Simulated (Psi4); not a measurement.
# BHLYP/6-31G(d) (spherical functions) run of CH3BFNO (SMILES NC1(F)BO1)

Aim: the vertical ionisation energy of CH3BFNO at BHLYP/6-31G* (spherical functions), from 2 runs. 

The calculation is run with Psi4 1.11.

2 further runs of the same task are left out: 2 set aside as unsound or not needed.

## 1. Starting point

CH3BFNO has 8 atoms, charge 0, and is taken as a singlet. SMILES: `NC1(F)BO1`. Geometry: relaxed at PBE0-D4/def2-TZVP. This is one conformer, not always the lowest.

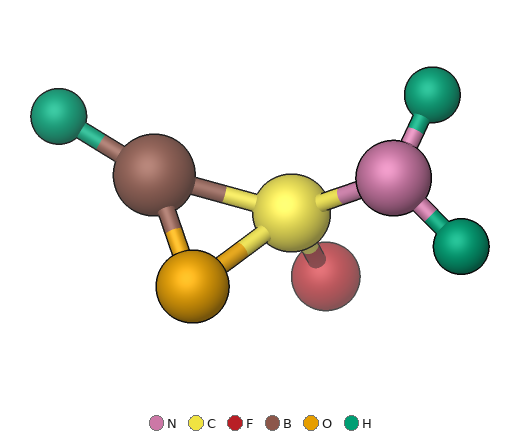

The structure, seen from a chosen angle (nitrogen pink, carbon yellow, fluorine red, boron brown, oxygen amber, hydrogen teal).

## 2. Energy and forces at BHLYP/6-31G(d) (spherical functions)

The input, ch3bfno.xyz:

```xyz
8
CH3BFNO
N     -0.431000     1.148400     0.184600
C      0.054100    -0.061200    -0.289600
F      0.122100    -0.132700    -1.658300
B      0.337600    -1.307200     0.515100
O      1.346900    -0.473000     0.255300
H     -1.439500     1.170100     0.211400
H     -0.075300     1.941600    -0.336200
H      0.177200    -2.343100     1.061900
```

The input, ch3bfno.py:

```python
import psi4

psi4.set_memory('2200 MB')
psi4.set_num_threads(1)
psi4.core.set_output_file('run.log', False)

with open('ch3bfno.xyz') as f:
    atoms = ''.join(f.readlines()[2:])
m = psi4.geometry('0 1\n' + atoms + 'symmetry c1\nno_reorient\nno_com')

psi4.set_options({
    'reference': 'rks',
    'puream': True,
    'e_convergence': 1e-09,
    'd_convergence': 1e-08,
    'scf_type': 'pk',
    'dft_radial_points': 99,
    'dft_spherical_points': 590,
})

e_tot, wfn = psi4.gradient("bhhlyp/6-31G*", molecule=m, return_wfn=True)
psi4.oeprop(wfn, "WIBERG_LOWDIN_INDICES", "QUADRUPOLE", "MULLIKEN_CHARGES")
print('gradient / Eh bohr^-1')
print(e_tot.np.round(6))
print(f'energy = {wfn.energy():.10f} Eh')
```

Launch:

```sh
python ch3bfno.py
```

run.log (excerpt; [...] marks lines left out):

```text
[...]
  Running in c1 symmetry.
[...]
  Nuclear repulsion =  167.411286225685387
[...]
  Multiplicity = 1
[...]
  Nalpha       = 19
  Nbeta        = 19
[...]
    Number of basis functions: 76
[...]
   @RKS iter   1:  -294.25938224216691   -3.82164e-01   8.04573e-03 ADIIS/DIIS
[...]
   @RKS iter  12:  -294.41148476590666   -4.09273e-12   6.81714e-09 DIIS
[...]
    Orbital Energies [Eh]
    ---------------------
    Doubly Occupied:
       1A    -25.301714     2A    -19.730332     3A    -14.813434
       4A    -10.736711     5A     -7.125564     6A     -1.365660
       7A     -1.210435     8A     -1.030440     9A     -0.732813
      10A     -0.640805    11A     -0.615189    12A     -0.589224
      13A     -0.562327    14A     -0.514602    15A     -0.501149
      16A     -0.456751    17A     -0.432302    18A     -0.349517
      19A     -0.339551
[...]
  @RKS Final Energy:  -294.41148476590666
   => Energetics <=
    Nuclear Repulsion Energy =            167.4112862256853873
    One-Electron Energy =                -735.8988019903509894
    Two-Electron Energy =                 293.0433697314232404
    DFT Exchange-Correlation Energy =     -18.9673387326642207
    Empirical Dispersion Energy =           0.0000000000000000
    VV10 Nonlocal Energy =                  0.0000000000000000
    Total Energy =                       -294.4114847659066641
[...]
  -Total Gradient:
     Atom            X                  Y                   Z
    ------   -----------------  -----------------  -----------------
       1        0.002152755677    -0.003662364332    -0.000114860590
       2       -0.006149697601     0.004717847991     0.004101459337
       3        0.001185891334    -0.000808553889    -0.006339407356
       4       -0.005023188553    -0.002229400775     0.000850900592
       5        0.009668424604     0.002118321565     0.000115661894
       6       -0.003993299709    -0.000633262714     0.001208274812
       7        0.002071585452     0.003964509794    -0.001574258755
       8        0.000083120968    -0.003465357459     0.001748408780
[...]
 Multipole Moments:
 ------------------------------------------------------------------------------------
     Multipole            Electronic (a.u.)      Nuclear  (a.u.)        Total (a.u.)
 ------------------------------------------------------------------------------------
 L = 1.  Multiply by 2.5417464519 to convert [e a0] to [Debye]
 Dipole X            :        -18.8321086           18.0130584           -0.8190502
 Dipole Y            :          5.9411068           -5.8092071            0.1318997
 Dipole Z            :         18.7061279          -18.5478509            0.1582770
 Magnitude           :                                                    0.8445664
 L = 2.  Multiply by 1.3450342976 to convert [e a0^2] to [Debye ang]
 Quadrupole XX       :        -87.5404307           66.5799305          -20.9605002
 Quadrupole XY       :         46.2981048          -47.0644715           -0.7663667
[...]
  Mulliken Charges: (a.u.)
   Center  Symbol    Alpha    Beta     Spin     Total
       1     N     3.89815  3.89815  0.00000 -0.79629
       2     C     2.70717  2.70717  0.00000  0.58565
       3     F     4.68847  4.68847  0.00000 -0.37694
       4     B     2.35116  2.35116  0.00000  0.29768
       5     O     4.21184  4.21184  0.00000 -0.42367
       6     H     0.32547  0.32547  0.00000  0.34906
       7     H     0.32837  0.32837  0.00000  0.34326
       8     H     0.48938  0.48938  0.00000  0.02123
   Total alpha = 19.00000, Total beta = 19.00000, Total charge =  0.00000
[...]
```

The script printed:

```text
gradient / Eh bohr^-1
[[ 2.153e-03 -3.662e-03 -1.150e-04]
 [-6.150e-03  4.718e-03  4.101e-03]
 [ 1.186e-03 -8.090e-04 -6.339e-03]
 [-5.023e-03 -2.229e-03  8.510e-04]
 [ 9.668e-03  2.118e-03  1.160e-04]
 [-3.993e-03 -6.330e-04  1.208e-03]
 [ 2.072e-03  3.965e-03 -1.574e-03]
 [ 8.300e-05 -3.465e-03  1.748e-03]]
energy = -294.4114847659 Eh
```

Wall time 11 s (1 thread of Intel Xeon 6975P-C (Granite Rapids), shared host); peak memory 1.1 GiB.

## 3. The doublet cation

The input, ch3bfno_ase.py:

```python
import numpy as np
from ase.calculators.psi4 import Psi4
from ase import Atoms

a = Atoms(['N', 'C', 'F', 'B', 'O', 'H', 'H', 'H'], positions=[
    [-0.431000, 1.148400, 0.184600],
    [0.054100, -0.061200, -0.289600],
    [0.122100, -0.132700, -1.658300],
    [0.337600, -1.307200, 0.515100],
    [1.346900, -0.473000, 0.255300],
    [-1.439500, 1.170100, 0.211400],
    [-0.075300, 1.941600, -0.336200],
    [0.177200, -2.343100, 1.061900],
])
calc = Psi4(atoms=a, method='bhhlyp', basis='6-31G*', memory='2200MB', num_threads=1, charge=1, multiplicity=2, label='ch3bfno', reference='uks')
calc.psi4.set_options({'puream': True, 'e_convergence': 1e-09, 'd_convergence': 1e-08, 'scf_type': 'pk', 'dft_radial_points': 99, 'dft_spherical_points': 590, 'maxiter': 100})
a.calc = calc

forces = a.get_forces()
print(f'energy: {a.get_potential_energy():.6f} eV')
print('forces / eV A^-1')
print(np.round(forces, 5))
```

Launch:

```sh
python ch3bfno_ase.py
```

ch3bfno.dat (excerpt; [...] marks lines left out):

```text
[...]
  Running in c1 symmetry.
[...]
  Nuclear repulsion =  167.411286225685387
[...]
  Multiplicity = 2
[...]
  Nalpha       = 19
  Nbeta        = 18
[...]
    Number of basis functions: 76
[...]
   @UKS iter   1:  -293.88520582467129   -7.98766e-03   7.50489e-03 DIIS/ADIIS
[...]
   @UKS iter  32:  -294.02414645855123   -1.90425e-11   3.58742e-09 DIIS
[...]
   @S^2 Observed:                7.641058342E-01
[...]
  @UKS Final Energy:  -294.02414645855123
   => Energetics <=
    Nuclear Repulsion Energy =            167.4112862256853873
    One-Electron Energy =                -725.3684992735625201
    Two-Electron Energy =                 282.6899663039484949
    DFT Exchange-Correlation Energy =     -18.7568997146226728
    Empirical Dispersion Energy =           0.0000000000000000
    VV10 Nonlocal Energy =                  0.0000000000000000
    Total Energy =                       -294.0241464585512290
[...]
 Multipole Moments:
 ------------------------------------------------------------------------------------
     Multipole            Electronic (a.u.)      Nuclear  (a.u.)        Total (a.u.)
 ------------------------------------------------------------------------------------
 L = 1.  Multiply by 2.5417464519 to convert [e a0] to [Debye]
 Dipole X            :          0.5522723           -1.9382319           -1.3859596
 Dipole Y            :         -1.3109958            2.1889003            0.8779045
 Dipole Z            :         -1.2950172            2.2175885            0.9225713
 Magnitude           :                                                    1.8822163
[...]
  -Total Gradient:
     Atom            X                  Y                   Z
    ------   -----------------  -----------------  -----------------
       1        0.005718968255    -0.008034056955     0.039803945577
       2       -0.035128015908     0.017584819686     0.047775885465
       3        0.005355946024    -0.019743728297    -0.043080418415
       4       -0.023643660192     0.033265217797    -0.018137478209
       5        0.033914424397    -0.002717781997    -0.006202986861
       6        0.010415297433    -0.006060558829    -0.028746750532
       7       -0.002152110224    -0.008678647237     0.003942094516
       8        0.005514240544    -0.005613402977     0.004641741140
[...]
```

Standard output:

```text
energy: -8000.804550 eV
forces / eV A^-1
[[-0.29408  0.41313 -2.0468 ]
 [ 1.80636 -0.90425 -2.45673]
 [-0.27541  1.01526  2.21528]
 [ 1.21581 -1.71057  0.93267]
 [-1.74395  0.13975  0.31897]
 [-0.53558  0.31165  1.47822]
 [ 0.11067  0.44627 -0.20271]
 [-0.28355  0.28865 -0.23869]]
```

Wall time 33 s (1 thread of Intel Xeon 6975P-C (Granite Rapids), shared host); peak memory 1.2 GiB.

## 4. Results

At BHLYP/6-31G* (spherical functions):

```
                                          quantity          value
                     singlet CH3BFNO: total energy  -294.41148 Eh
                    singlet CH3BFNO: dipole moment         2.15 D
                      singlet CH3BFNO: HOMO energy       -9.24 eV
                      singlet CH3BFNO: LUMO energy        0.90 eV
                    singlet CH3BFNO: HOMO–LUMO gap       10.14 eV
         singlet CH3BFNO: largest force on an atom     0.509 eV/Å
                      doublet cation: total energy  -294.02415 Eh
doublet cation: HOMO energy (highest over α and β)      -15.92 eV
 doublet cation: LUMO energy (lowest over α and β)      -11.80 eV
                              doublet cation: ⟨S²⟩          0.764
          doublet cation: largest force on an atom     3.181 eV/Å
vertical ionisation energy (to the doublet cation)      10.540 eV
```

In words: Removing an electron at fixed nuclei costs 10.54 eV (243 kcal/mol). The largest force (singlet CH3BFNO) is 0.51 eV/Å: the shape isn't a stationary point for this species at this level. −ε(HOMO) before ionisation, 9.24 eV, is 1.30 eV below this ionisation energy. Mulliken charges (singlet CH3BFNO) run from -0.80 on N1 to +0.59 on C2; they depend strongly on the basis.
